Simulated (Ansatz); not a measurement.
# Zn2S: a trial structure relaxed, part 2 of 2

Where does Zn2S go from the start given, AlB2 type (P6/mmm, No. 191)?

Ansatz 0.2.0; DFT PBE, scalar-relativistic, plane waves, PAW. Earlier steps stand in the parts before.

## 4. Coarse relaxation (candidate A)

input.yaml reads:

```yaml
crystal:
  lattice:
    - [4.1478493085, 0.0, 0.0]
    - [-2.0739246543, 3.5921428723, 0.0]
    - [0.0, 0.0, 3.7227031681]
  atoms:
    - { symbol: Zn, position: [0.3333333333, 0.6666666667, 0.5] }
    - { symbol: Zn, position: [0.6666666667, 0.3333333333, 0.5] }
    - { symbol: S, position: [0.0, 0.0, 0.0] }
basis:
  ecutwfc: 420
kpoints:
  mp_grid: { grid: [6, 6, 6] }
hamiltonian:
  xc: pbe
scf:
  occupations: { method: gaussian, width: 0.1 }
  lower_state_search: "off"
output:
  forces: true
  stress: true
  eigenvalues: true
relax:
  adjacent_minimum: "off"
  f_tol: 0.04
  max_steps: 70
  cell: { stress_tol: 0.4 }
```

Command:

```
> ansatz run input.yaml --threads 1 --pin off --max-ram 2560MiB --backend cpu --events-out ev --progress --plain --runs-dir out
```

The log of the run:

```text
Warning: RAYON_NUM_THREADS=1 ignored (pool sized by the plan → 1); use --threads N
Engine: ansatz 0.2.0, aarch64-unknown-linux-gnu
Pseudopotentials: kind: paw
Pseudopotential: Zn, paw, valence charge 12, recommended cutoff 420 eV (normal), Zn.paw.azcp
Pseudopotential: S, paw, valence charge 6, recommended cutoff 420 eV (normal), S.paw.azcp
Functional definition: PBE
  parameter kappa = 0.804
  parameter beta = 0.06672455060314922
  exchange = pbe_x(kappa = kappa, mu = beta*pi^2/3)
  correlation = pbe_c(beta = beta)
Crystal: 3 atoms, lattice volume = 55.467 Å³
Basis set: ecut = 420 eV, 1075 PW (Γ), exchange–correlation on 60×60×50 points (8 copies of the dense FFT grid, shifted against one another)
Bands: 19, of which v1, the nominal top of the filled ones, is band 15 counted from 1 (14 counted from 0)
Symmetry: 24 space group operations
Space group: P6/mmm (ITA 191), of the structure as read, at distance tolerance 3.8e-5 Å
k-points: 28 of 216
Non-local potential: Zn, projectors of the file, l = 0: 2, l = 1: 2, l = 2: 3, l = 3: 1
Non-local potential: S, projectors of the file, l = 0: 2, l = 1: 2, l = 2: 2
PAW form: soft (Blöchl's): semilocal exchange-correlation on the pseudo side does not see the compensation charge
PAW one-centre angular grid: Zn, 590 points (default); XC on 64 Gauss nodes
PAW one-centre angular grid: S, 110 points (default); XC on 64 Gauss nodes
Initial density: superposition of atomic densities (neutral atoms: chi_scale 0, normalization atom), corrected by the library's trained network
Initial wavefunctions: pseudopotential atomic-orbital guess
Functional: x = pbe(κ = 0.804, μ = 0.2195149727645171), c = pbe(β = 0.06672455060314922)
SCF iter   1: F=—  HF=-7539.242636 eV  |F-HF|=—  |Δ(HF+E_count)|=         —  Δρ=2.20e-3  dr2=3.75e-3  ethr=1.77e-3  ⟨swp⟩=5.3  Hψ=2745  notcnv=0
preconditioner: auto → Kerker (q_TF=auto, 2.463 Å⁻¹)  [metal: Δε(μ)=0.027 eV  Ē_g=9.881 eV  σ=0.100 eV  W_gap=0.15  n_scr=20 (ndim 8)  ℏωp=27.3 eV  f_vac=0.000  D(μ)=2.00/eV (n_scr^D=20)]
SCF iter   2: F=—  HF=-7539.242081 eV  |F-HF|=—  |Δ(HF+E_count)|=   5.55e-4  Δρ=1.11e-3  dr2=7.03e-4  ethr=1.25e-5  ⟨swp⟩=1.9  Hψ=933  notcnv=0
SCF iter   3: F=—  HF=-7539.242078 eV  |F-HF|=—  |Δ(HF+E_count)|=   3.21e-6  Δρ=6.10e-4  dr2=2.70e-4  ethr=2.34e-6  ⟨swp⟩=2.7  Hψ=992  notcnv=0
SCF iter   4: F=—  HF=-7539.242042 eV  |F-HF|=—  |Δ(HF+E_count)|=   3.64e-5  Δρ=2.45e-4  dr2=5.01e-5  ethr=9.02e-7  ⟨swp⟩=2.0  Hψ=872  notcnv=0
SCF iter   5: F=—  HF=-7539.242024 eV  |F-HF|=—  |Δ(HF+E_count)|=   1.77e-5  Δρ=1.38e-4  dr2=1.18e-5  ethr=1.67e-7  ⟨swp⟩=2.1  Hψ=913  notcnv=0
SCF iter   6: F=—  HF=-7539.242025 eV  |F-HF|=—  |Δ(HF+E_count)|=   9.01e-7  Δρ=3.46e-5  dr2=8.42e-7  ethr=3.93e-8  ⟨swp⟩=2.5  Hψ=927  notcnv=0
SCF iter   7: F=-7539.242025 eV  HF=-7539.242025 eV  |F-HF|=2.91e-9  |Δ(HF+E_count)|=   3.76e-8  Δρ=6.55e-6  dr2=3.17e-8  ethr=3.33e-10  ⟨swp⟩=3.4  Hψ=2206  notcnv=0
SCF 1 converged in 7 iterations: F = -7539.242025 eV  dr2 = 3.17e-8
relax step   1: F+E_penalty+E_count = -7539.24202505 eV  Δ(F+E_penalty+E_count) = +0.000e0 eV  max|allowed force component| = 5.551e-17 eV/Å  Δτ_max = 0.0000 Å  P = +0.154 GPa  Ω = 55.467 Å³  (7 SCF iters, dr2 threshold 1.00e-7 eV, accepted)
Crystal: 3 atoms, lattice volume = 53.762 Å³
Basis set: ecut = 420 eV, 1025 PW (Γ), exchange–correlation on 60×60×50 points (8 copies of the dense FFT grid, shifted against one another)
Initial density: handed on by an earlier stage of this run
Initial wavefunctions: those handed on with the density
iter 1 solved again at ethr=6.71e-6 eV; its pass at ethr=3.10e-3 eV (dr2=2.01e-3 eV) is discarded
SCF iter   1: F=—  HF=-7539.274452 eV  |F-HF|=—  |Δ(HF+E_count)|=         —  Δρ=2.49e-3  dr2=2.08e-3  ethr=6.71e-6  ⟨swp⟩=2.1  Hψ=4107  notcnv=0
preconditioner: auto → none  [metal: Δε(μ)=0.037 eV  Ē_g=9.980 eV  σ=0.100 eV  W_gap=0.21  n_scr=8 (ndim 8)  ℏωp=27.7 eV  f_vac=0.000  D(μ)=2.60/eV (n_scr^D=20)]
SCF iter   2: F=—  HF=-7539.273926 eV  |F-HF|=—  |Δ(HF+E_count)|=   5.26e-4  Δρ=9.68e-4  dr2=2.14e-4  ethr=6.71e-6  ⟨swp⟩=2.7  Hψ=941  notcnv=0
SCF iter   3: F=—  HF=-7539.273932 eV  |F-HF|=—  |Δ(HF+E_count)|=   5.79e-6  Δρ=5.52e-4  dr2=1.05e-4  ethr=7.14e-7  ⟨swp⟩=2.1  Hψ=972  notcnv=0
SCF iter   4: F=—  HF=-7539.273893 eV  |F-HF|=—  |Δ(HF+E_count)|=   3.97e-5  Δρ=1.03e-4  dr2=2.76e-6  ethr=3.49e-7  ⟨swp⟩=2.2  Hψ=922  notcnv=0
iter 5 did not close the SCF: its close was put off for the readings that it lacked (scf_convergence_deferred on its scf_iter line)
SCF iter   5: F=-7539.273895 eV  HF=-7539.273895 eV  |F-HF|=1.82e-8  |Δ(HF+E_count)|=   1.95e-6  Δρ=1.39e-5  dr2=7.58e-8  ethr=9.20e-9  ⟨swp⟩=2.5  Hψ=881  notcnv=0
SCF iter   6: F=-7539.273895 eV  HF=-7539.273895 eV  |F-HF|=7.55e-9  |Δ(HF+E_count)|=   3.78e-8  Δρ=2.25e-6  dr2=5.96e-9  ethr=2.53e-10  ⟨swp⟩=4.1  Hψ=2703  notcnv=0
SCF 2 converged in 6 iterations: F = -7539.273895 eV  dr2 = 5.96e-9
relax step   2: F+E_penalty+E_count = -7539.27389453 eV  Δ(F+E_penalty+E_count) = -3.187e-2 eV  max|allowed force component| = 9.252e-18 eV/Å  Δτ_max = 0.0000 Å  P = +0.962 GPa  Ω = 53.762 Å³  energy of the carried Pulay correction = +5.822e-4 eV  (6 SCF iters, dr2 threshold 3.00e-7 eV, accepted)
Crystal: 3 atoms, lattice volume = 54.437 Å³
iter 1 solved again at ethr=5.82e-7 eV; its pass at ethr=3.10e-3 eV (dr2=1.75e-4 eV) is discarded
SCF iter   1: F=—  HF=-7539.276014 eV  |F-HF|=—  |Δ(HF+E_count)|=         —  Δρ=4.59e-4  dr2=1.68e-4  ethr=5.82e-7  ⟨swp⟩=3.0  Hψ=3694  notcnv=0
preconditioner: auto → Kerker (q_TF=auto, 2.470 Å⁻¹)  [metal: Δε(μ)=0.060 eV  Ē_g=9.920 eV  σ=0.100 eV  W_gap=0.33  n_scr=20 (ndim 8)  ℏωp=27.6 eV  f_vac=0.000  D(μ)=2.54/eV (n_scr^D=20)]
SCF iter   2: F=—  HF=-7539.275996 eV  |F-HF|=—  |Δ(HF+E_count)|=   1.83e-5  Δρ=2.31e-4  dr2=3.78e-5  ethr=5.60e-7  ⟨swp⟩=1.0  Hψ=535  notcnv=0
SCF iter   3: F=—  HF=-7539.275989 eV  |F-HF|=—  |Δ(HF+E_count)|=   7.18e-6  Δρ=7.80e-5  dr2=3.97e-6  ethr=1.26e-7  ⟨swp⟩=2.0  Hψ=714  notcnv=0
SCF iter   4: F=—  HF=-7539.275989 eV  |F-HF|=—  |Δ(HF+E_count)|=   5.71e-7  Δρ=7.76e-5  dr2=2.63e-6  ethr=1.32e-8  ⟨swp⟩=2.4  Hψ=1072  notcnv=0
SCF iter   5: F=-7539.275988 eV  HF=-7539.275988 eV  |F-HF|=2.96e-8  |Δ(HF+E_count)|=   1.32e-6  Δρ=1.93e-5  dr2=2.75e-7  ethr=1.00e-9  ⟨swp⟩=5.1  Hψ=3099  notcnv=0
SCF 3 converged in 5 iterations: F = -7539.275988 eV  dr2 = 2.75e-7
relax step   3: F+E_penalty+E_count = -7539.27598814 eV  Δ(F+E_penalty+E_count) = -2.094e-3 eV  max|allowed force component| = 1.172e-16 eV/Å  Δτ_max = 0.0000 Å  P = +0.294 GPa  Ω = 54.437 Å³  energy of the carried Pulay correction = +3.112e-4 eV  (5 SCF iters, dr2 threshold 3.00e-7 eV, accepted)
Crystal: 3 atoms, lattice volume = 54.668 Å³
Basis set: ecut = 420 eV, 1037 PW (Γ), exchange–correlation on 60×60×50 points (8 copies of the dense FFT grid, shifted against one another)
iter 1 solved again at ethr=2.21e-7 eV; its pass at ethr=3.10e-3 eV (dr2=6.63e-5 eV) is discarded
SCF iter   1: F=—  HF=-7539.276201 eV  |F-HF|=—  |Δ(HF+E_count)|=         —  Δρ=2.86e-4  dr2=5.44e-5  ethr=2.21e-7  ⟨swp⟩=3.1  Hψ=3490  notcnv=0
preconditioner: auto → Kerker (q_TF=auto, 2.469 Å⁻¹)  [metal: Δε(μ)=0.062 eV  Ē_g=9.904 eV  σ=0.100 eV  W_gap=0.34  n_scr=20 (ndim 8)  ℏωp=27.5 eV  f_vac=0.000  D(μ)=2.55/eV (n_scr^D=20)]
SCF iter   2: F=—  HF=-7539.276202 eV  |F-HF|=—  |Δ(HF+E_count)|=   4.70e-7  Δρ=1.18e-4  dr2=1.03e-5  ethr=1.81e-7  ⟨swp⟩=1.6  Hψ=755  notcnv=0
SCF iter   3: F=—  HF=-7539.276200 eV  |F-HF|=—  |Δ(HF+E_count)|=   1.50e-6  Δρ=7.55e-5  dr2=2.10e-6  ethr=3.44e-8  ⟨swp⟩=2.3  Hψ=905  notcnv=0
SCF iter   4: F=—  HF=-7539.276200 eV  |F-HF|=—  |Δ(HF+E_count)|=   7.15e-7  Δρ=2.67e-5  dr2=6.59e-7  ethr=6.98e-9  ⟨swp⟩=2.2  Hψ=905  notcnv=0
SCF iter   5: F=-7539.276200 eV  HF=-7539.276200 eV  |F-HF|=4.90e-8  |Δ(HF+E_count)|=   6.42e-8  Δρ=1.26e-5  dr2=1.21e-7  ethr=1.00e-9  ⟨swp⟩=6.6  Hψ=2791  notcnv=0
SCF 4 converged in 5 iterations: F = -7539.276200 eV  dr2 = 1.21e-7
relax step   4: F+E_penalty+E_count = -7539.27619956 eV  Δ(F+E_penalty+E_count) = -2.114e-4 eV  max|allowed force component| = 3.701e-17 eV/Å  Δτ_max = 0.0000 Å  P = +0.013 GPa  Ω = 54.668 Å³  energy of the carried Pulay correction = +2.108e-4 eV  (5 SCF iters, dr2 threshold 3.00e-7 eV, accepted)
Basis set: ecut = 420 eV, 1037 PW (Γ), exchange–correlation on 60×60×48 points (8 copies of the dense FFT grid, shifted against one another)
Initial wavefunctions: pseudopotential atomic-orbital guess (no wavefunctions were taken with the density)
iter 1 solved again at ethr=2.68e-7 eV; its pass at ethr=3.10e-3 eV (dr2=8.05e-5 eV) is discarded
SCF iter   1: F=—  HF=-7539.275678 eV  |F-HF|=—  |Δ(HF+E_count)|=         —  Δρ=3.07e-4  dr2=1.50e-6  ethr=2.68e-7  ⟨swp⟩=2.5  Hψ=3897  notcnv=0
preconditioner: auto → Kerker (q_TF=auto, 2.469 Å⁻¹)  [metal: Δε(μ)=0.058 eV  Ē_g=9.903 eV  σ=0.100 eV  W_gap=0.32  n_scr=20 (ndim 8)  ℏωp=27.5 eV  f_vac=0.000  D(μ)=2.56/eV (n_scr^D=20)]
SCF iter   2: F=—  HF=-7539.275922 eV  |F-HF|=—  |Δ(HF+E_count)|=   2.44e-4  Δρ=1.58e-4  dr2=6.92e-7  ethr=5.01e-9  ⟨swp⟩=2.2  Hψ=932  notcnv=0
SCF iter   3: F=—  HF=-7539.276004 eV  |F-HF|=—  |Δ(HF+E_count)|=   8.12e-5  Δρ=2.70e-5  dr2=1.19e-7  ethr=2.31e-9  ⟨swp⟩=2.0  Hψ=889  notcnv=0
SCF iter   4: F=—  HF=-7539.276004 eV  |F-HF|=—  |Δ(HF+E_count)|=   8.81e-7  Δρ=4.49e-6  dr2=1.41e-8  ethr=3.95e-10  ⟨swp⟩=2.0  Hψ=896  notcnv=0
SCF iter   5: F=—  HF=-7539.276005 eV  |F-HF|=—  |Δ(HF+E_count)|=   2.04e-8  Δρ=2.00e-6  dr2=2.16e-9  ethr=4.71e-11  ⟨swp⟩=2.0  Hψ=838  notcnv=0
SCF iter   6: F=-7539.276005 eV  HF=-7539.276005 eV  |F-HF|=9.37e-11  |Δ(HF+E_count)|=   4.69e-9  Δρ=5.62e-7  dr2=2.22e-10  ethr=6.40e-12  ⟨swp⟩=4.0  Hψ=1817  notcnv=0
SCF 5 converged in 6 iterations: F = -7539.276005 eV  dr2 = 2.22e-10
relax step   5: F+E_penalty+E_count = -7539.27600451 eV  Δ(F+E_penalty+E_count) = +1.950e-4 eV  max|allowed force component| = 5.551e-17 eV/Å  Δτ_max = 0.0000 Å  P = +0.009 GPa  Ω = 54.668 Å³  stress off target by 1.83e-2 GPa  SCF on the basis re-selected at this cell (its energy is not comparable with the rows above)  (6 SCF iters)
basis re-selected at this cell: Δ(F+E_penalty+E_count) = +1.950e-4 eV, ΔP = -0.004 GPa vs the last step (what re-selecting the basis moved, of the pressure what is left beyond the Pulay correction that the steps carried, after the strain that the cell walked since its last selection, with what the two solves' SCF thresholds leave and, on support functions, any second-order correction that the steps lacked; it is no measure of the basis error at this ecutwfc). The dense FFT grid was sized anew with the basis: this SCF ran on 30×30×24 points, the steps before it on 30×30×25, so part of this shift can come from that change (see relax.cell in the input reference). This SCF's stress stands 1.83e-2 GPa from its target on what of the cell is left free (relax.cell.stress_tol is 4.00e-1 GPa) and its largest allowed force component is 5.55e-17 eV/Å (relax.f_tol is 4.00e-2 eV/Å): within both
SCF converged after 6 iterations
Free energy (F): -7539.276005 eV
Harris-Foulkes:  -7539.276005 eV  (|F-HF|=9.37e-11)
Internal energy: -7539.263203 eV  (E = F + TS)
E sigma→0 (E₀):  -7539.269604 eV
Entropy (-TS):   -0.012801 eV (-4.267 meV/atom)
Fermi energy:    7.975217 eV
--- Per-component energies (eV) ---
  E_band       = 43.978277
  E_kinetic    = 364.858357
  E_local      = -3697.085315  (includes V_loc(G=0)·N_el)
  E_nonlocal   = 1253.665340
  E_hartree    = 1552.186202
  E_xc         = -369.708550
  E_vxc        = -188.766292  (∫ρ·V_xc dr)
  E_paw        = -4252.483455  (= ΣΔE_a)
  E_vpaw       = -793.065535  (= ΣTr[D̂ρ^β])
  E_aug_tail   = -0.000690  (compensation charges beyond the density's cutoff)
  E_ewald      = -2390.695091
  E_smearing   = -0.012801  (= −TS)
  E_closure    = 0.000000  (closes the sum)
  Σ components = -7539.276005   (vs F -7539.276005, Δ=0.00e0)
--- Forces (eV/Å), atoms counted from 1 ---
  atom   1  Zn    -0.00000000    -0.00000000     0.00000000
  atom   2  Zn     0.00000000     0.00000000     0.00000000
  atom   3  S     -0.00000000    -0.00000000     0.00000000
  max |Σ_I F_I| component: 1.58e-30 eV/Å
--- Stress (GPa, compression-positive) ---
        0.018298       0.000000       0.000000
       -0.000000       0.018298       0.000000
        0.000000       0.000000      -0.008310
  P = ⅓ Tr σ = 0.0094 GPa (0.094 kbar)
--- Band table (eV; the first three rows and the last of 28) ---
  k-point 0: bands = ["-5.3083", "0.2912", "0.5267", "0.5267", "0.6370", "0.6370", "0.6582", "0.6582", "1.0475", "1.0970", "1.0970", "3.4344", "5.8538", "5.8538", "6.1649", "10.1899", "10.1899", "12.1881", "13.4069"]
  k-point 1: bands = ["-5.1285", "0.2391", "0.5277", "0.5277", "0.6144", "0.6144", "0.6792", "0.6792", "1.0770", "1.0770", "1.0856", "2.8417", "5.9729", "5.9729", "6.4073", "10.5043", "10.5043", "12.4557", "12.6580"]
  k-point 2: bands = ["-4.6993", "-0.0279", "0.5307", "0.5307", "0.5691", "0.5691", "0.7274", "0.7274", "1.0311", "1.0311", "1.1626", "1.9223", "6.2395", "6.2395", "7.2215", "10.5776", "11.3324", "11.3324", "13.2889"]
  k-point 27: bands = ["-4.1167", "-0.0216", "0.3784", "0.3784", "0.6257", "0.6257", "0.6607", "1.1172", "1.1172", "1.1733", "1.4564", "3.5270", "4.7314", "4.7314", "5.1769", "5.1769", "12.5128", "12.5128", "12.7827"]
--- Relaxed structure (4 steps of the walk, 4 accepted, 1 SCFs on fresh bases) ---
  F+E_penalty+E_count = -7539.27600451 eV   max|allowed force component| = 5.551e-17 eV/Å   (the final SCF, on the basis selected at the relaxed cell)
  cell:  # Å, volume = 54.6684 Å³
    - [4.205205127036062, 2.9266541139508934e-11, 0.0]
    - [-2.1026025635433765, 3.6418144681231635, 0.0]
    - [0.0, 0.0, 3.5696954221346053]
  atoms:
    - { symbol: Zn, position: [0.33333333333333337, 0.6666666666666667, 0.5] }
    - { symbol: Zn, position: [0.6666666666666666, 0.33333333333333337, 0.5] }
    - { symbol: S, position: [-3.7673933625457005e-37, 2.0850305313200855e-35, 0.0] }
```

It took 8.6 s on 1 thread of Arm Neoverse V2, shared host; peak memory 0.33 GiB.

Relaxation path:

| step | energy from step 1 (eV/cell) | largest force component (eV/Å) | pressure (GPa) | volume (Å³) |
| --- | --- | --- | --- | --- |
| 1 | 0.0000 | 0.0000 | 0.15 | 55.47 |
| 2 | -0.0319 | 0.0000 | 0.96 | 53.76 |
| 3 | -0.0340 | 0.0000 | 0.29 | 54.44 |
| 4 | -0.0342 | 0.0000 | 0.01 | 54.67 |
| 5 | -0.0340 | 0.0000 | 0.01 | 54.67 |

Step 1 is the start. Step 5 repeats the geometry before it on a plane-wave basis chosen anew for that cell, so its energy need not be comparable with the rows above.

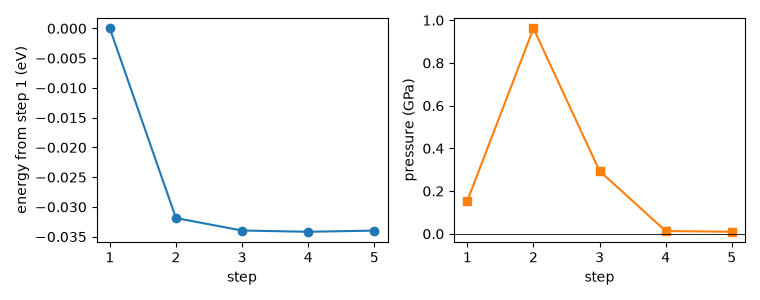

Energy and pressure along the relaxation.

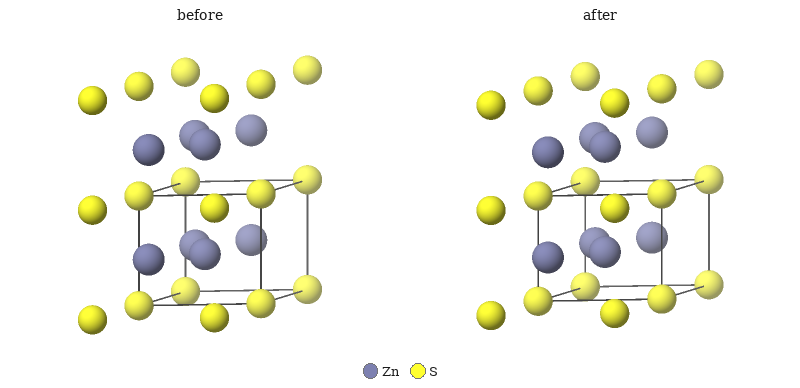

Before and after, at one scale.

|  | before | after | change |
| --- | --- | --- | --- |
| a (Å) | 4.148 | 4.205 | +1.4 % |
| b (Å) | 4.148 | 4.205 | +1.4 % |
| c (Å) | 3.723 | 3.570 | -4.1 % |
| volume (Å³/atom) | 18.49 | 18.22 | -1.4 % |
| shortest distance (Å) | 2.395 | 2.428 | +1.4 % |
| space group (0.01 Å) | P6/mmm | P6/mmm | same |

The run keeps the 24 symmetry operations of the start, so it could not have lowered the symmetry.

## 5. Relaxing cell and atoms (candidate A)

input.yaml reads:

```yaml
crystal:
  lattice:
    - [4.205205127, 0.0, 0.0]
    - [-2.1026025635, 3.6418144681, 0.0]
    - [0.0, 0.0, 3.5696954221]
  atoms:
    - { symbol: Zn, position: [0.3333333333, 0.6666666667, 0.5] }
    - { symbol: Zn, position: [0.6666666667, 0.3333333333, 0.5] }
    - { symbol: S, position: [0.0, 0.0, 0.0] }
basis:
  ecutwfc: 420
kpoints:
  mp_grid: { grid: [12, 12, 14] }
hamiltonian:
  xc: pbe
scf:
  occupations: { method: gaussian, width: 0.1 }
output:
  forces: true
  stress: true
  eigenvalues: true
  write_density: true
  write_potential: true
  elf: true
  volumetric_format: npy
relax:
  adjacent_minimum: "off"
  f_tol: 0.01
  max_steps: 80
  cell: { stress_tol: 0.05 }
```

Command:

```
> ansatz run input.yaml --threads 1 --pin off --max-ram 2560MiB --backend cpu --events-out ev --progress --plain --runs-dir out
```

The log of the run (excerpt; [...] marks lines left out):

```text
Warning: RAYON_NUM_THREADS=1 ignored (pool sized by the plan → 1); use --threads N
[...]
Pseudopotentials: kind: paw
Pseudopotential: Zn, paw, valence charge 12, recommended cutoff 420 eV (normal), Zn.paw.azcp
Pseudopotential: S, paw, valence charge 6, recommended cutoff 420 eV (normal), S.paw.azcp
Functional definition: PBE
[...]
Crystal: 3 atoms, lattice volume = 54.668 Å³
[...]
  cell:  # Å, volume = 54.6877 Å³
    - [4.204127638989642, -2.845253847730735e-34, 4.979194233528785e-34]
    - [-2.102063819494821, 3.6408813361173245, 4.107155074455172e-20]
    - [4.226715778278953e-34, 4.025820863623873e-20, 3.5727857574644633]
  atoms:
    - { symbol: Zn, position: [0.3333333333333333, 0.6666666666666666, 0.5] }
    - { symbol: Zn, position: [0.6666666666666666, 0.3333333333333333, 0.5] }
    - { symbol: S, position: [1.7416995806774102e-35, -5.875977975189841e-36, 0.0] }
```

Wall time 24 s (1 thread of Arm Neoverse V2, shared host); peak memory 0.42 GiB.

The steps of the relaxation:

| step | energy from step 1 (eV/cell) | largest force component (eV/Å) | pressure (GPa) | volume (Å³) |
| --- | --- | --- | --- | --- |
| 1 | 0.0000 | 0.0000 | -0.02 | 54.67 |
| 2 | 0.0000 | 0.0000 | -0.02 | 54.69 |
| 3 | 0.0000 | 0.0000 | -0.02 | 54.69 |

Step 1 is the start. Step 3 repeats the geometry before it on a plane-wave basis chosen anew for that cell, so its energy need not be comparable with the rows above.

|  | before | after | change |
| --- | --- | --- | --- |
| a (Å) | 4.205 | 4.204 | 0.0 % |
| b (Å) | 4.205 | 4.204 | 0.0 % |
| c (Å) | 3.570 | 3.573 | +0.1 % |
| volume (Å³/atom) | 18.22 | 18.23 | 0.0 % |
| shortest distance (Å) | 2.428 | 2.427 | 0.0 % |
| space group (0.01 Å) | P6/mmm | P6/mmm | same |

Forces and stress were held to the start's 24 operations: a distortion of lower symmetry was not tested.

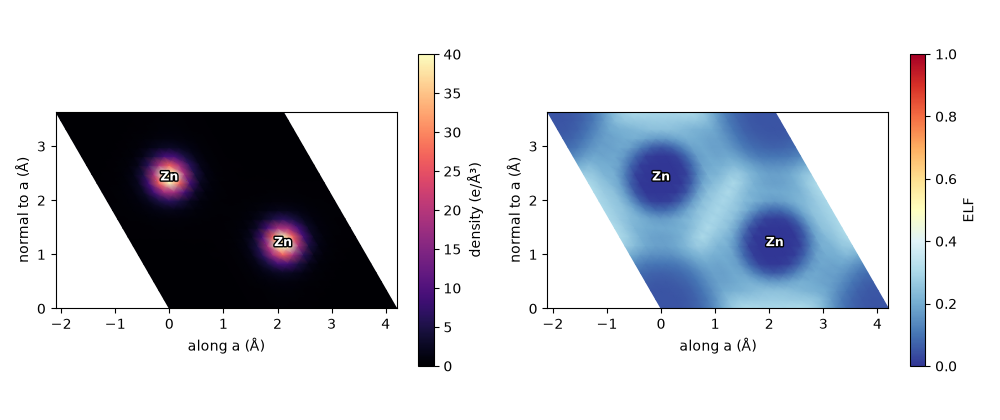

Density (left) and ELF (right) in a lattice plane of the grid's cell (edges 4.20 and 4.20 Å, at 0.500 of the third edge), which holds Zn. Only atoms in the plane are labelled. Both are smooth fields of the valence electrons: close to the nuclei they are not physical.

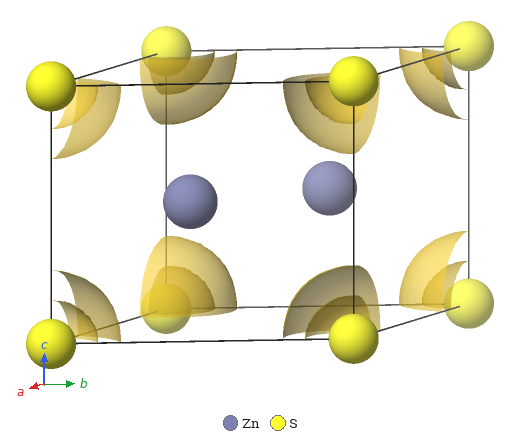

Surface of ELF = 0.81, drawn in one cell.

The highest ELF values outside the cores: 0.87 in the shell around S, 0.8 Å from S.

## 6. Ranking

What follows sums up all 2 parts.

Formation energies count from the elements, computed with the same settings in runs not shown here.

Rows marked E are candidates relaxed earlier by the same steps.

| candidate | start | space group at the end | atoms | volume (Å³/atom) | energy above the lowest (meV/atom) | gap on the mesh (eV) | formation energy (eV/atom) |
| --- | --- | --- | --- | --- | --- | --- | --- |
| E1 | anti-quartz type (P3_121, No. 152) | P3_121 | 9 | 26.90 | 0.0 | 1.33 | -0.235 |
| A | AlB2 type (P6/mmm, No. 191) | P6/mmm | 3 | 18.23 | 522.2 | 0.00 | +0.287 |

What this shows: The lowest is E1, in P3_121; A follows 522 meV/atom higher. The ranking holds among these candidates alone. With -0.24 eV/atom the lowest lies under the elements, which doesn't yet make it stable against other compounds of them. The final runs have no spin polarisation, so no magnetic state was tried and one may lie lower.

The gaps are Kohn-Sham values of a semilocal functional, not quasiparticle or optical gaps. Such gaps usually fall short of the measured ones.
